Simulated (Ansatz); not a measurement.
# H4SSi2···H2: what the fields show

The calculation's input:

```
crystal:
  periodic: [false, false, false]
  atoms:
    - { symbol: Si, position_ang: [-0.828885, -0.546012, 0.329022] }
    - { symbol: H, position_ang: [0.226244, -1.530098, -1.982673] }
    - { symbol: S, position_ang: [-0.538301, -2.275535, 1.191713] }
    - { symbol: H, position_ang: [0.138439, -1.84806, -1.357539] }
    - { symbol: H, position_ang: [-2.014512, -0.263919, -0.555647] }
    - { symbol: Si, position_ang: [0.547038, 1.310036, 0.559621] }
    - { symbol: H, position_ang: [0.889658, 1.846642, -0.795179] }
    - { symbol: H, position_ang: [1.784102, 0.937872, 1.304241] }
    - { symbol: H, position_ang: [-0.203685, 2.369074, 1.306441] }
basis:
  gaussian: { orbitals: def2-mTZVP }
hamiltonian:
  xc: lda
relax:
  f_tol: 0.03
  max_steps: 50
output:
  orbitals: {}
```

Command:

```sh
ansatz run input.yaml --threads 2 --pin off --max-ram 3072MiB --backend cpu --events-out ev --progress --plain --runs-dir out
```

The fields are those of the relaxed geometry.

Method: RKS LDA/def2-mTZVP in Ansatz 0.2.0.

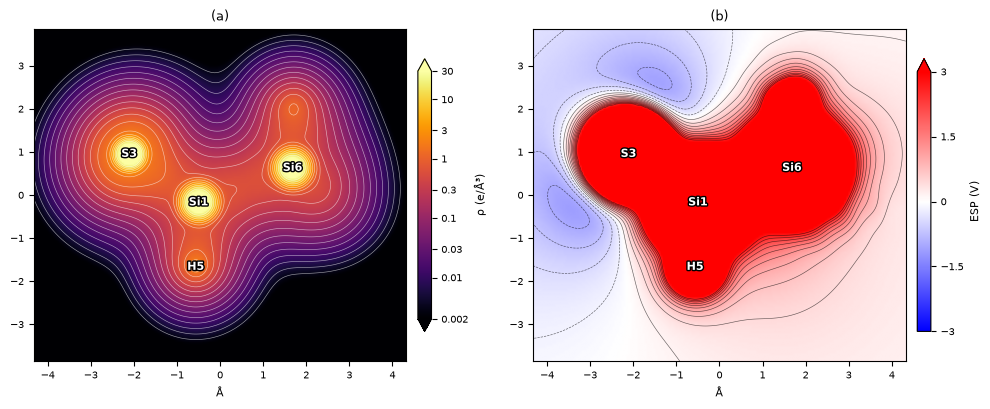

Figure 1. (a) electron density; (b) molecular electrostatic potential on the plane of atoms S3, Si1 and H5.

Question: Read the bonding off the picture.

Answer:
- The plane passes through Si, S and H nuclei.
- Si–S (1.96 Å): ρ at the midpoint is about 1 e/Å³.
- Si–Si (2.33 Å): ρ is about 0.61 e/Å³ halfway.
- Si–H (1.51 Å): ρ is about 0.79 e/Å³ halfway.
- Outside the dense part of the complex the potential is most negative (−1.1 V) near S3.

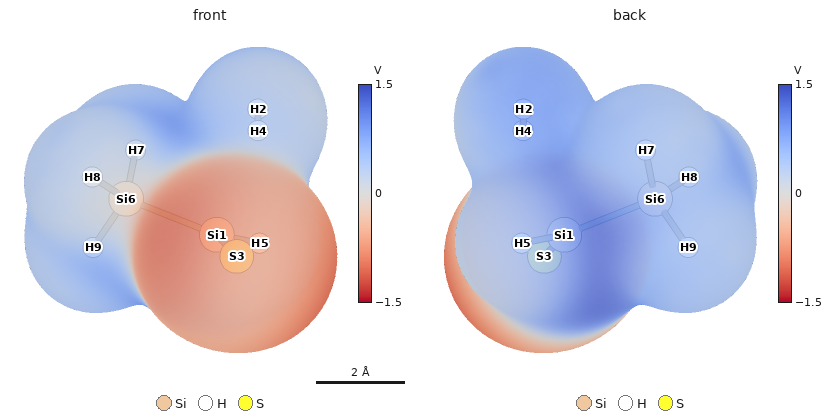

Figure 2. The electrostatic potential painted on the density surface at 0.001 e/bohr³, seen from the front and from behind; the colour scale runs from red (negative) to blue (positive).

Question: Describe the electrostatic potential map.

Answer: The most negative region (about −1.0 V, or −23 kcal/mol for a unit charge) lies over S3, the most positive (about +1.1 V, or +25 kcal/mol for a unit charge) over Si1 and Si6.

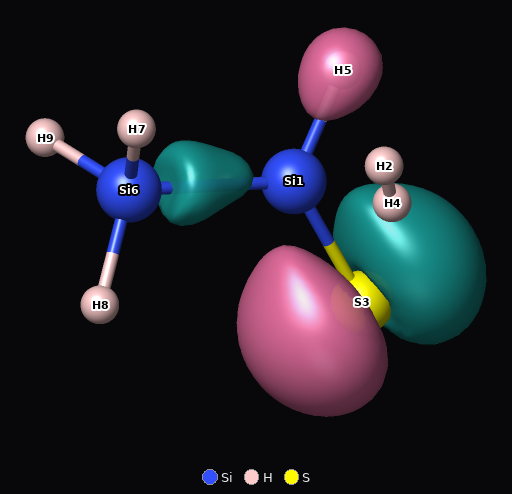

Figure 3. One frontier orbital at ±0.15 Å⁻³ᐟ² (teal and pink are the two phases), seen from one side.

Question: Which orbital is it: HOMO or LUMO?

Answer: The HOMO, at −5.89 eV. By Hirshfeld shares it lies mainly on S3 (about 75 %), Si1 (about 10 %) and Si6 (about 5 %); largely a lone pair of S3.
